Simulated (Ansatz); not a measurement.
CHFGaOS (SMILES [F][GaH][O]C#[S+]) (charge +1)

| atom | x (Å) | y (Å) | z (Å) |
| --- | --- | --- | --- |
| C | 1.1180 | -0.4495 | 0.9555 |
| F | -1.9397 | -0.9951 | -0.2729 |
| Ga | -0.7107 | -0.8386 | -1.4571 |
| O | 0.8269 | -0.5405 | -0.2059 |
| S | 1.5255 | -0.3280 | 2.4221 |
| H | -0.2547 | -0.8185 | -2.9084 |

Geometry: B3LYP-D3(BJ)/def2-SVP.

The calculation used isolated molecule in a Gaussian basis; Kohn-Sham density functional theory, functional PBE0 (Ansatz 0.2.0).

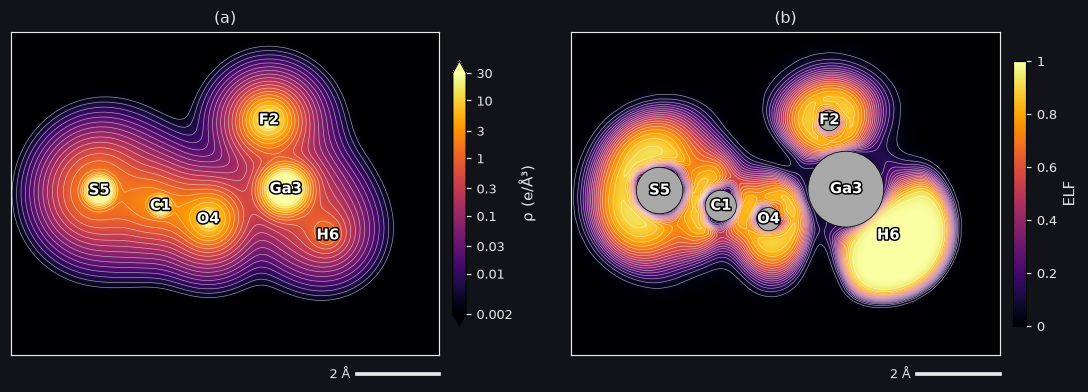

Figure 1. (a) electron density; (b) electron localisation function on the molecular plane. Grey discs cover the atomic cores in the ELF map.

Question: What does the map show?

Answer:
- The plane passes through C, F, Ga, O, S and H nuclei.
- C–O (1.20 Å): ρ is about 3.4 e/Å³ halfway; the ELF peaks at about 0.85 between the atoms; a short, multiple covalent bond.
- C–S (1.53 Å): ρ is about 1.8 e/Å³ halfway; the ELF peaks at about 0.85 between the atoms: a covalent bond.
- Ga–F (1.71 Å): ρ is about 1 e/Å³ halfway; the ELF peaks at about 0.80 in the valence shell of F, 0.5 Å from its nucleus, and is about 0.20 at the midpoint.
- Ga–O (2.00 Å): ρ is about 0.5 e/Å³ halfway; the ELF peaks at about 0.90 in the valence shell of O, 0.6 Å from its nucleus, and is about 0.20 at the midpoint.
- Ga–H (1.52 Å): ρ at the midpoint is about 1.2 e/Å³; the ELF climbs to about 1 towards the hydrogen.
- The ELF also peaks beside O4, S5 and F2, away from the bonds: lone-pair regions.

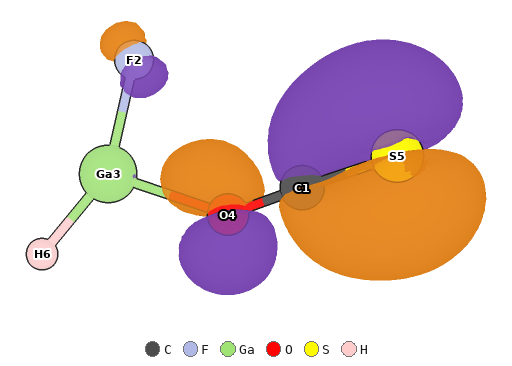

Figure 2. The HOMO−1 at ±0.1 Å⁻³ᐟ² (orange and purple are the two phases), seen at a tilt.

Question: Describe this orbital and give its energy.

Answer: Its weight (Hirshfeld) is mainly on S5 (about 65 %), C1 (about 15 %) and O4 (about 15 %); it is symmetric in the molecular plane (an in-plane orbital: σ, lone-pair or in-plane π type). Its energy is −14.24 eV.
